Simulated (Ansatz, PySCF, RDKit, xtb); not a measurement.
**Solving SiNHBrClO, step by step**

Given the formula SiNHBrClO and nothing else, which arrangement of the atoms is the most stable in the gas at 400 K, and what are its properties?

Plan: many cheap relaxations first (GFN2-xTB), then density-functional screening, relaxation at PBE0-D3(BJ)/def2-SVP, vibrations and a final energy. The numbers are computed, not measured.

6 further runs of the same task are left out: 1 that didn't finish, 5 set aside as unsound or not needed.

## 1. Possible bonding patterns

A program enumerates the bonding patterns with one Lewis structure each (two rings at most, one unusual centre or charged pair), with their diastereomers. O–O, O–halogen and N–halogen bonds and N–N–N chains are not drawn. That gives 9 candidates.

```tsv
label	SMILES	spin
c017	[O-]/[NH+]=[Si](\Cl)Br	singlet
c050	[O-]/[NH+]=[Si](/Cl)Br	singlet
c407	O/N=[Si](\Cl)Br	singlet
c431	[NH-]/[O+]=[Si](/Cl)Br	singlet
c584	[N-]=[O+][Si@H](Cl)Br	singlet
c701	[NH-]/[O+]=[Si](\Cl)Br	singlet
c755	Cl[Si@]1(Br)NO1	singlet
c770	O/N=[Si](/Cl)Br	singlet
c995	O=N[Si@H](Cl)Br	singlet
```

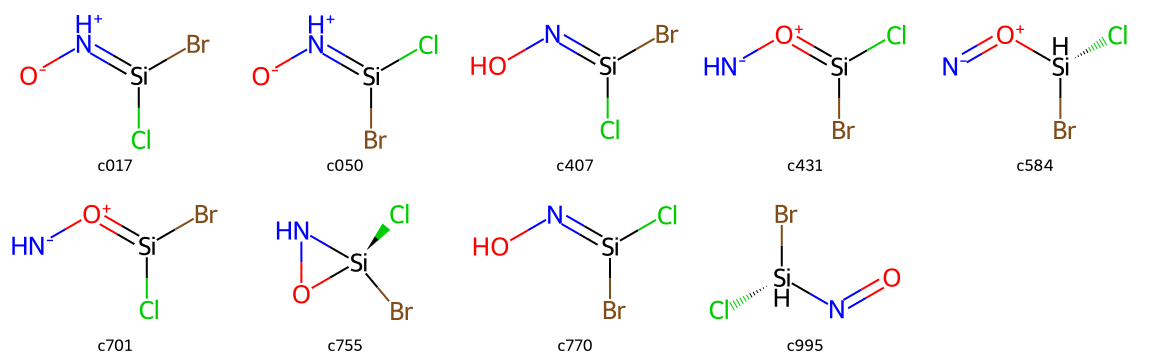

Structural formulas of the candidates.

Candidates are built by distance geometry, with a force field where one applies, in up to four conformers (letters a to d). 2 starts with atoms placed at random are added, to find patterns that the rules miss.

## 2. Cheap relaxation of all starts

All 14 starts are relaxed the same way. One of them, c407a (enumerated, embedded by distance geometry and MMFF94), in full:

File start.xyz:

```xyz
6
c407a
Br     2.889605    -1.601128     0.181786
Cl     2.374094    -1.520383    -3.247231
N      0.125539    -0.620358    -1.210945
O     -0.755563    -0.530587    -2.271745
Si     1.379387    -1.770766    -1.438244
H     -1.106865     0.382209    -2.175034
```

The run is started by

```bash
xtb start.xyz --gfn 2 --opt
```

Standard output, shortened:

```text
* xtb version 6.7.1
[...]
          :  # basis functions                  39          :
[...]
          :  # electrons                        30          :
[...]
          :  Hamiltonian                  GFN2-xTB          :
[...]
          :  net charge                          0          :
          :  unpaired electrons                  0          :
[...]
   *** convergence criteria satisfied after 19 iterations ***
[...]
   *** GEOMETRY OPTIMIZATION CONVERGED AFTER 24 ITERATIONS ***
[...]
   *** convergence criteria satisfied after 3 iterations ***
[...]
         ::                     SUMMARY                     ::
         :::::::::::::::::::::::::::::::::::::::::::::::::::::
         :: total energy             -17.884903842336 Eh    ::
         :: gradient norm              0.000130745599 Eh/a0 ::
         :: HOMO-LUMO gap              3.600881753439 eV    ::
         ::.................................................::
         :: SCC energy               -17.956983698106 Eh    ::
         :: -> isotropic ES            0.041148213745 Eh    ::
         :: -> anisotropic ES         -0.009681121866 Eh    ::
         :: -> anisotropic XC         -0.027457351955 Eh    ::
         :: -> dispersion             -0.005288512802 Eh    ::
         :: repulsion energy           0.072079855770 Eh    ::
         :: add. restraining           0.000000000000 Eh    ::
         :: total charge               0.000000000000 e     ::
         :::::::::::::::::::::::::::::::::::::::::::::::::::::
[...]
        15        2.0000           -0.3855635             -10.4917 (HOMO)
        16                         -0.2532335              -6.8908 (LUMO)
[...]
     #   Z          covCN         q      C6AA      α(0)
     1  35 Br       0.845    -0.142   188.749    22.151
     2  17 Cl       0.813    -0.131   103.132    15.535
     3   7 N        1.741    -0.181    25.672     7.498
     4   8 O        1.726    -0.366    20.178     6.065
     5  14 Si       2.466     0.499   175.825    29.004
     6   1 H        0.805     0.321     0.661     1.277
[...]
     #   Z sym  total        # sym  WBO       # sym  WBO       # sym  WBO
 ---------------------------------------------------------------------------
     1  35 Br   1.262 --     5 Si   1.088
     2  17 Cl   1.373 --     5 Si   1.176     3 N    0.120
     3   7 N    3.139 --     5 Si   1.923     4 O    1.010     2 Cl   0.120
     4   8 O    1.995 --     3 N    1.010     6 H    0.885
     5  14 Si   4.278 --     3 N    1.923     2 Cl   1.176     1 Br   1.088
     6   1 H    0.897 --     4 O    0.885
 ---------------------------------------------------------------------------
[...]
molecular dipole:
                 x           y           z       tot (Debye)
 q only:       -0.265       0.137       0.121
   full:       -0.242      -0.081      -1.871       4.800
molecular quadrupole (traceless):
[...]
          | TOTAL ENERGY              -17.884903842336 Eh   |
          | GRADIENT NORM               0.000130745599 Eh/α |
          | HOMO-LUMO GAP               3.600881753439 eV   |
           -------------------------------------------------
[...]
```

Wall time 0.5 s (1 thread of AMD EPYC (Zen 3), shared host).

## 3. Distinct minima at GFN2-xTB

14 of the 14 relaxations converged; 1 ended on a minimum already found. 13 distinct structures remain:

```tsv
label	start	SMILES after	spin	energy (kcal/mol)
c755a	drawn	Cl[Si@]1(Br)NO1	singlet	0.0
c778	random	Cl[Si@]1(Br)NO1	singlet	0.0
c407a	drawn	O/N=[Si](\Cl)Br	singlet	8.2
c770a	drawn	O/N=[Si](/Cl)Br	singlet	10.6
c520	random	O/N=[Si](/Cl)Br	singlet	14.7
c701a	drawn	[NH-]/[O+]=[Si](\Cl)Br	singlet	34.4
c017a	drawn	[O-]/[NH+]=[Si](\Cl)Br	singlet	35.0
c431a	drawn	[NH-]/[O+]=[Si](/Cl)Br	singlet	36.4
c995a	drawn	O=N[Si@H](Cl)Br	singlet	37.0
c050a	drawn	[O-]/[NH+]=[Si](/Cl)Br	singlet	38.3
c995b	drawn	O=N[Si@H](Cl)Br	singlet	38.6
c584a	drawn	[N-]=[O+][Si@H](Cl)Br	singlet	53.3
c584c	drawn	[N-]=[O+][Si@H](Cl)Br	singlet	53.5
```

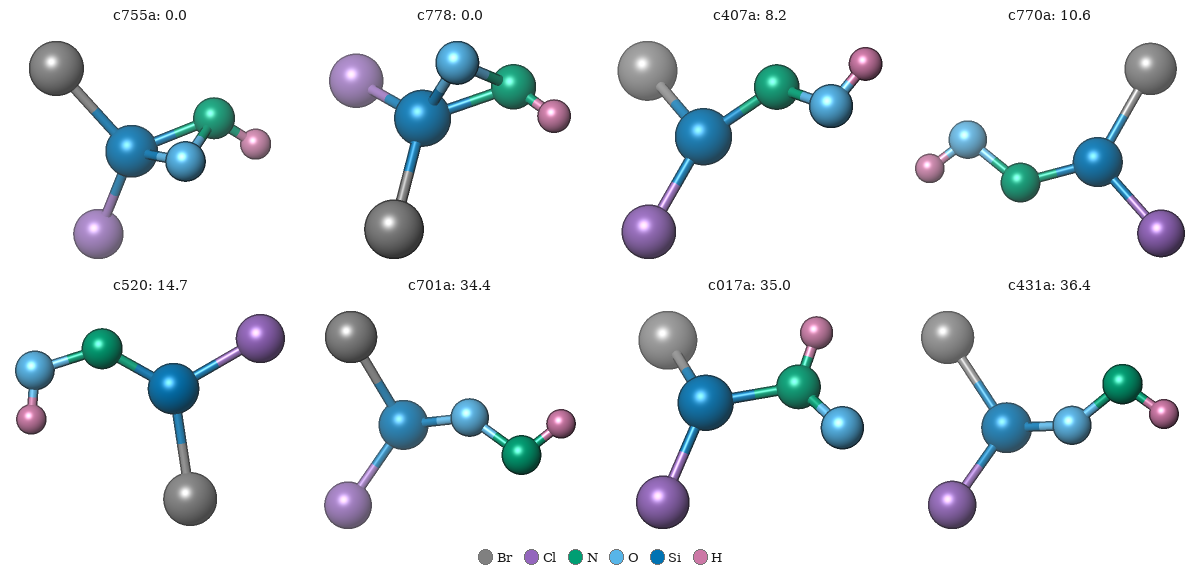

The 8 lowest minima that did not fall apart, with their GFN2-xTB energies in kcal/mol.

## 4. Single points on the low minima

A choice of the minima (the low ones first, few conformers of a pattern, up to a cap) and the lowest that fell apart get a single point at r2SCAN-D4/def2-SVP on the tight-binding geometry, and one at HF/STO-3G for comparison. The lowest singlets are also tried as triplets at the same geometry (label ending in t). The first, c755a:

File input.yaml:

```yaml
crystal:
  periodic: [false, false, false]
  atoms:
    - {symbol: Br, position_ang: [0.314557, 1.385394, -1.130909]}
    - {symbol: Cl, position_ang: [-1.295491, -1.466167, -2.411254]}
    - {symbol: "N", position_ang: [1.994790, -1.204819, -1.921543]}
    - {symbol: O, position_ang: [1.286563, -1.647485, -0.662730]}
    - {symbol: Si, position_ang: [0.376013, -0.721135, -1.643952]}
    - {symbol: H, position_ang: [2.218754, -2.041690, -2.446699]}
basis:
  gaussian: {orbitals: def2-SVP}
output: {orbitals: {seedname: orbitals}}
hamiltonian: {xc: r2scan, dispersion: d4}
scf: {lower_state_search: off}
```

The run is started by

```bash
ansatz run input.yaml --threads 1 --pin off --max-ram 2610MiB --events-out events.jsonl --progress --plain --runs-dir runs
```

Standard output, shortened:

```text
Warning: RAYON_NUM_THREADS=1 ignored (pool sized by the plan → 1); use --threads N
Functional definition: r2SCAN
  name "r2SCAN"
[...]
1109 factors; their error is unknown
[...]
mean field -93979.52615130 eV, -3453.6838844495 hartree, gradient 7.5e-6 eV, S^2 0.000000; 0 other end points of the search recorded, 0 dependent functions left out
reference -93979.52615818 eV, -3453.6838847025 hartree; 41, 41 occupied and 60, 60 virtual orbitals, 1109 factors
Total energy: -93979.57364773 eV, -3453.6856299113 hartree
Checks for a lower state left out: stability, starts, cluster_reference, orbital_swaps, neighbouring_geometries, increment
```

Run time: 7.5 s. Hardware: 1 thread of AMD EPYC (Zen 3), shared host; peak memory 0.14 GiB.

Relative energies in kcal/mol, each column from its lowest structure that stays in one piece:

```tsv
label	SMILES	spin	GFN2-xTB	HF/STO-3G	r2SCAN-D4/def2-SVP
c778	Cl[Si@]1(Br)NO1	singlet	0.0	0.0	0.0
c755a	Cl[Si@]1(Br)NO1	singlet	0.0	0.3	0.9
c995bt	O=N[Si@H](Cl)Br	triplet	–	–	13.7
c995b	O=N[Si@H](Cl)Br	singlet	38.6	4.9	25.1
c770a	O/N=[Si](/Cl)Br	singlet	10.6	29.0	26.0
c050a	[O-]/[NH+]=[Si](/Cl)Br	singlet	38.3	51.9	27.0
c995a	O=N[Si@H](Cl)Br	singlet	37.0	11.9	27.7
c407a	O/N=[Si](\Cl)Br	singlet	8.2	32.1	28.9
c017a	[O-]/[NH+]=[Si](\Cl)Br	singlet	35.0	57.7	29.5
c520	O/N=[Si](/Cl)Br	singlet	14.7	40.0	30.7
c431a	[NH-]/[O+]=[Si](/Cl)Br	singlet	36.4	69.1	46.4
c701a	[NH-]/[O+]=[Si](\Cl)Br	singlet	34.4	70.9	48.5
c778t	Cl[Si@]1(Br)NO1	triplet	–	–	98.4
```

## 5. Refinement at PBE0-D3(BJ)/def2-SVP

3 candidates are relaxed at PBE0-D3(BJ)/def2-SVP (chosen among the lowest in one piece, with other spins of them). The first, c778:

File input.yaml:

```yaml
crystal:
  periodic: [false, false, false]
  atoms:
    - symbol: Br
      position_ang: [1.652806, -0.830756, -1.289566]
    - symbol: Cl
      position_ang: [0.337576, 2.420307, -1.185513]
    - symbol: N
      position_ang: [-0.857045, 0.177047, 0.736441]
    - symbol: O
      position_ang: [-1.395136, -0.154974, -0.634840]
    - symbol: Si
      position_ang: [0.076562, 0.539594, -0.654098]
    - symbol: H
      position_ang: [-0.761243, -0.701398, 1.232647]
basis:
  gaussian: {orbitals: def2-SVP}
relax: {f_tol: 0.003}
scf: {lower_state_search: "off"}
hamiltonian: {xc: pbe0, dispersion: d3bj}
```

The run is started by

```bash
ansatz run input.yaml --threads 1 --pin off --max-ram 2610MiB --events-out events.jsonl --progress --plain --runs-dir runs
```

Standard output, shortened:

```text
Warning: RAYON_NUM_THREADS=1 ignored (pool sized by the plan → 1); use --threads N
[...]
Functional definition: PBE0
  name "PBE0"
[...]
1022 factors; integrals over basis functions are off by at most 3.5e-4 eV
[...]
mean field -93963.61755440 eV, -3453.0992542968 hartree, gradient 7.3e-6 eV, S^2 0.000000; 0 other end points of the search recorded, 0 dependent functions left out
[...]
reference -93963.61757541 eV, -3453.0992550689 hartree; 41, 41 occupied and 60, 60 virtual orbitals, 1022 factors
relax step   1: F+E_penalty+E_count = -93963.78585406 eV  Δ(F+E_penalty+E_count) = +0.000e0 eV  max|allowed force component| = 1.254e0 eV/Å  Δτ_max = 0.0000 Å  (15 SCF iters, accepted)
[...]
relax step   7: F+E_penalty+E_count = -93963.90494785 eV  Δ(F+E_penalty+E_count) = -2.480e-5 eV  max|allowed force component| = 5.153e-3 eV/Å  Δτ_max = 0.0031 Å  (14 SCF iters, accepted)
[...]
relax step   8: F+E_penalty+E_count = -93963.90494996 eV  Δ(F+E_penalty+E_count) = -2.111e-6 eV  max|allowed force component| = 1.589e-3 eV/Å  Δτ_max = 0.0007 Å  (12 SCF iters, accepted)
Total energy: -93963.90497099 eV, -3453.1098166617 hartree
Atom 0 at     1.690719    -0.794475    -1.270950 Å, force     0.000064     0.000023     0.000060 eV/Å
Atom 1 at     0.371201     2.401905    -1.215674 Å, force     0.000273     0.000258    -0.000244 eV/Å
Atom 2 at    -0.876010     0.201496     0.785361 Å, force     0.000209     0.001271    -0.001224 eV/Å
Atom 3 at    -1.473141    -0.122445    -0.639899 Å, force    -0.000483    -0.000669     0.000995 eV/Å
Atom 4 at     0.050462     0.493361    -0.636900 Å, force     0.000343     0.000706     0.000046 eV/Å
Atom 5 at    -0.709711    -0.730022     1.183132 Å, force    -0.000406    -0.001589     0.000366 eV/Å
Dipole moment:     0.470173    -0.145091     0.015072 e Å
Checks for a lower state left out: stability, starts, cluster_reference, orbital_swaps, neighbouring_geometries, increment
```

It took 76 s on 1 thread of AMD EPYC (Zen 3), shared host; peak memory 0.22 GiB.

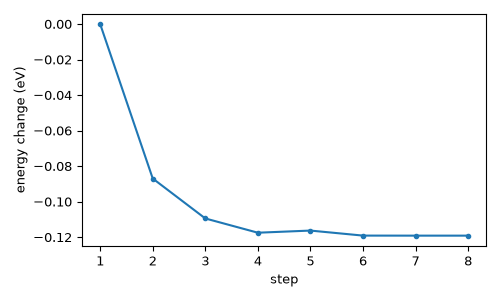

Energy along the run, all evaluated steps.

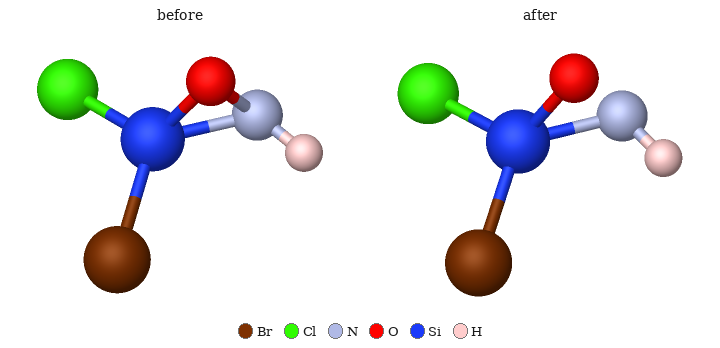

Before and after, at one scale.

After the run. Bond lengths: Br1–Si5 2.180 Å, Cl2–Si5 2.020 Å, N3–Si5 1.722 Å, O4–Si5 1.643 Å, N3–H6 1.026 Å. Angles: Br1–Si5–Cl2 110.8°, Br1–Si5–N3 123.0°, Br1–Si5–O4 118.4°, Cl2–Si5–N3 118.8°, Cl2–Si5–O4 120.0°, N3–Si5–O4 55.9°, Si5–N3–H6 112.7°. A long bond or contact: N3–O4 1.579 Å.

## 6. After refinement

```tsv
label	spin	r2SCAN-D4/def2-SVP (kcal/mol)	PBE0-D3(BJ)/def2-SVP, relaxed (kcal/mol)	time
c778	singlet	0.0	0.0	76 s
c755a	singlet	0.9	0.1	79 s
c995bt	triplet	13.7	9.2	5.3 min
```

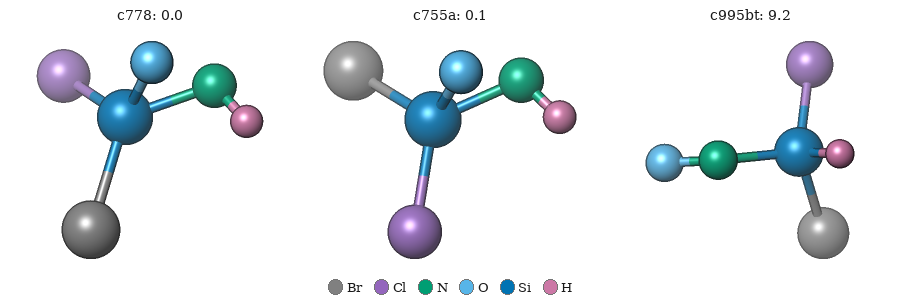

The relaxed structures, with energies at PBE0-D3(BJ)/def2-SVP in kcal/mol.

## 7. Vibrations and thermal terms

The lowest few in one piece go on as finalists. Harmonic vibrations at PBE0-D3(BJ)/def2-SVP test each finalist and give the zero-point energy and the thermal terms. The first, c778:

File input.yaml:

```yaml
crystal:
  periodic: [false, false, false]
  atoms:
    - {symbol: Br, position_ang: [1.690719, -0.794475, -1.270950]}
    - {symbol: Cl, position_ang: [0.371201, 2.401905, -1.215674]}
    - {symbol: N, position_ang: [-0.876010, 0.201496, 0.785361]}
    - {symbol: O, position_ang: [-1.473141, -0.122445, -0.639899]}
    - {symbol: Si, position_ang: [0.050462, 0.493361, -0.636900]}
    - {symbol: H, position_ang: [-0.709711, -0.730022, 1.183132]}
basis:
  gaussian:
    orbitals: def2-SVP
hamiltonian:
  xc: pbe0
  dispersion: d3bj
scf:
  lower_state_search: off
phonons: {}
```

The run is started by

```bash
ansatz run input.yaml --threads 1 --pin off --max-ram 2610MiB --events-out events.jsonl --progress --plain --runs-dir runs
```

Standard output, shortened:

```text
Warning: RAYON_NUM_THREADS=1 ignored (pool sized by the plan → 1); use --threads N
Functional definition: PBE0
  name "PBE0"
[...]
1024 factors; integrals over basis functions are off by at most 3.3e-4 eV
[...]
mean field -93963.73687953 eV, -3453.1036394143 hartree, gradient 6.9e-6 eV, S^2 0.000000; 0 other end points of the search recorded, 0 dependent functions left out
[...]
reference -93963.73690053 eV, -3453.1036401862 hartree; 41, 41 occupied and 60, 60 virtual orbitals, 1024 factors
[...]
1024 factors; integrals over basis functions are off by at most 3.3e-4 eV
mean field -93963.73688840 eV, -3453.1036397402 hartree, gradient 1.6e-6 eV, S^2 0.000000; 0 other end points of the search recorded, 0 dependent functions left out
[...]
reference -93963.73690941 eV, -3453.1036405122 hartree; 41, 41 occupied and 60, 60 virtual orbitals, 1024 factors
[...]
reference -93963.73685687 eV, -3453.1036385817 hartree; 41, 41 occupied and 60, 60 virtual orbitals, 1024 factors
Total energy: -93963.90498661 eV, -3453.1098172357 hartree
Atom 0 at     1.690719    -0.794475    -1.270950 Å, force     0.000059    -0.000044     0.000136 eV/Å
Atom 1 at     0.371201     2.401905    -1.215674 Å, force     0.000315     0.000128    -0.000272 eV/Å
Atom 2 at    -0.876010     0.201496     0.785361 Å, force     0.000137     0.001226    -0.000932 eV/Å
Atom 3 at    -1.473141    -0.122445    -0.639899 Å, force    -0.000426    -0.000735     0.001015 eV/Å
Atom 4 at     0.050462     0.493361    -0.636900 Å, force     0.000255     0.001019    -0.000072 eV/Å
Atom 5 at    -0.709711    -0.730022     1.183132 Å, force    -0.000341    -0.001594     0.000125 eV/Å
Dipole moment:     0.470172    -0.145091     0.015073 e Å
Vibrations: 153.84 184.99 205.07 247.60 382.65 593.48 643.89 785.66 844.42 1051.22 1216.74 3492.21 cm⁻¹, zero-point energy 0.607632 eV
Checks for a lower state left out: stability, starts, cluster_reference, orbital_swaps, neighbouring_geometries, increment
```

Wall time 4.6 min (1 thread of AMD EPYC (Zen 3), shared host); peak memory 0.22 GiB.

## 8. Thermal terms of the finalists

At 400 K and 1 atm, ideal gas, rigid rotor and harmonic oscillator:

```tsv
label	SMILES	spin	point group	lowest mode (cm⁻¹)	zero-point (kcal/mol)	G − E (kcal/mol)
c778	Cl[Si@]1(Br)NO1	singlet	C1	154	14.0	-15.1
c755a	Cl[Si@]1(Br)NO1	singlet	C1	154	14.0	-15.1
c995bt	O=N[Si@H](Cl)Br	triplet	C1	71	12.0	-19.1
```

Chiral structures get −RT ln 2 for their mirror image.

## 9. The final energy

Single points at CCSD(T)/def2-SVP + MP2/def2-TZVPP - MP2/def2-SVP on the refined geometries decide the order.

c778, CCSD(T)/def2-SVP:

input.yaml, as its differences from that of step 7:

```diff
@@ -1 +1,3 @@
+basis:
+  gaussian: {orbitals: def2-SVP}
 crystal:
@@ -9,10 +11,2 @@
     - {symbol: H, position_ang: [-0.709711, -0.730022, 1.183132]}
-basis:
-  gaussian:
-    orbitals: def2-SVP
-hamiltonian:
-  xc: pbe0
-  dispersion: d3bj
-scf:
-  lower_state_search: off
-phonons: {}
+correlation: {method: ccsd_t, frozen_orbitals: {Cl: 5, "N": 1, Br: 9, Si: 5, H: 0, O: 1}}
```

The run is started by

```bash
ansatz run input.yaml --threads 1 --pin off --max-ram 2610MiB --events-out events.jsonl --progress --plain --runs-dir runs
```

Standard output, shortened:

```text
Warning: RAYON_NUM_THREADS=1 ignored (pool sized by the plan → 1); use --threads N
Functional definition: HF
  name "HF"
[...]
953 factors; integrals over basis functions are off by at most 1.1e-3 eV
[...]
mean field -93882.22328614 eV, -3450.1080701093 hartree, gradient 7.5e-6 eV, S^2 0.000000; 0 other end points of the search recorded, 0 dependent functions left out
21 core orbitals not correlated: weight in the atoms' cores, before any rotation towards them, 1.000 or more for the frozen orbitals, at most 0.000 for the correlated occupied ones
reference -93882.22328614 eV, -3450.1080701093 hartree; 20, 20 occupied and 60, 60 virtual orbitals, 953 factors
second order -21.85837713 eV of doubles, -0.00000000 eV of singles
cycle   1  -21.79320683 eV  change    6.5e-2 eV  update   1.1e-1
[...]
cycle  11  -22.45605707 eV  change   -2.7e-5 eV  update   1.5e-5
perturbative correction -0.66626122 eV, -0.0244846481 hartree
Total energy: -93905.34560443 eV, -3450.9577996334 hartree
```

Run time: 36 s. Hardware: 1 thread of AMD EPYC (Zen 3), shared host; peak memory 0.37 GiB.

## 10. c778 at MP2/def2-TZVPP

File input.yaml:

```yaml
crystal:
  periodic: [false, false, false]
  atoms:
    - symbol: Br
      position_ang: [1.690719, -0.794475, -1.270950]
    - symbol: Cl
      position_ang: [0.371201, 2.401905, -1.215674]
    - symbol: "N"
      position_ang: [-0.876010, 0.201496, 0.785361]
    - symbol: O
      position_ang: [-1.473141, -0.122445, -0.639899]
    - symbol: Si
      position_ang: [0.050462, 0.493361, -0.636900]
    - symbol: H
      position_ang: [-0.709711, -0.730022, 1.183132]
basis:
  gaussian: {orbitals: def2-TZVPP}
correlation: {method: mp2, frozen_orbitals: {Cl: 5, "N": 1, Br: 9, Si: 5, H: 0, O: 1}}
```

The run is started by

```bash
ansatz run input.yaml --threads 1 --pin off --max-ram 2610MiB --events-out events.jsonl --progress --plain --runs-dir runs
```

Standard output:

```text
Warning: RAYON_NUM_THREADS=1 ignored (pool sized by the plan → 1); use --threads N
Functional definition: HF
  name "HF"
  exchange = exact_x
  correlation = 0
1305 factors; integrals over basis functions are off by at most 8.9e-4 eV
mean field evaluation 1: about -93899.7587 eV, gradient 3.4e1 eV
mean field evaluation 2: about -93900.1433 eV, gradient 3.5e1 eV
mean field evaluation 4: about -93902.8067 eV, gradient 3.8e0 eV
mean field evaluation 8: about -93902.8712 eV, gradient 5.8e-1 eV
mean field -93902.87274176 eV, -3450.8669236066 hartree, gradient 2.9e-6 eV, S^2 0.000000; 0 other end points of the search recorded, 0 dependent functions left out
21 core orbitals not correlated: weight in the atoms' cores, before any rotation towards them, 1.000 or more for the frozen orbitals, at most 0.000 for the correlated occupied ones
reference -93902.87274176 eV, -3450.8669236066 hartree; 20, 20 occupied and 167, 167 virtual orbitals, 1305 factors
second order -27.65355944 eV of doubles, -0.00000000 eV of singles
Total energy: -93930.52630120 eV, -3451.8831731716 hartree
```

Wall time 25 s (1 thread of AMD EPYC (Zen 3), shared host); peak memory 0.46 GiB.

## 11. c755a at CCSD(T)/def2-SVP

File input.yaml:

```yaml
crystal:
  periodic: [false, false, false]
  atoms:
    - {symbol: Br, position_ang: [0.173387, 1.426150, -1.113869]}
    - {symbol: Cl, position_ang: [-1.187887, -1.450709, -2.467382]}
    - {symbol: N, position_ang: [2.053985, -1.241858, -1.953636]}
    - {symbol: O, position_ang: [1.343835, -1.641874, -0.600927]}
    - {symbol: Si, position_ang: [0.469342, -0.668212, -1.594876]}
    - {symbol: H, position_ang: [2.042525, -2.119399, -2.486396]}
basis:
  gaussian: {orbitals: def2-SVP}
total_charge: 0
correlation: {method: ccsd_t, frozen_orbitals: {Cl: 5, "N": 1, Br: 9, Si: 5, H: 0, O: 1}}
```

The run is started by

```bash
ansatz run input.yaml --threads 1 --pin off --max-ram 2610MiB --events-out events.jsonl --progress --plain --runs-dir runs
```

Standard output, shortened:

```text
Warning: RAYON_NUM_THREADS=1 ignored (pool sized by the plan → 1); use --threads N
Functional definition: HF
  name "HF"
[...]
953 factors; integrals over basis functions are off by at most 9.1e-4 eV
[...]
mean field -93882.21917933 eV, -3450.1079191865 hartree, gradient 7.5e-6 eV, S^2 0.000000; 0 other end points of the search recorded, 0 dependent functions left out
21 core orbitals not correlated: weight in the atoms' cores, before any rotation towards them, 1.000 or more for the frozen orbitals, at most 0.000 for the correlated occupied ones
reference -93882.21917933 eV, -3450.1079191865 hartree; 20, 20 occupied and 60, 60 virtual orbitals, 953 factors
second order -21.85404390 eV of doubles, -0.00000000 eV of singles
cycle   1  -21.78983388 eV  change    6.4e-2 eV  update   1.1e-1
[...]
cycle  11  -22.45228020 eV  change   -2.4e-5 eV  update   1.5e-5
perturbative correction -0.66569331 eV, -0.0244637779 hartree
Total energy: -93905.33715283 eV, -3450.9574890429 hartree
```

It took 35 s on 1 thread of AMD EPYC (Zen 3), shared host; peak memory 0.38 GiB.

(Part 1 of 2 ends here.)
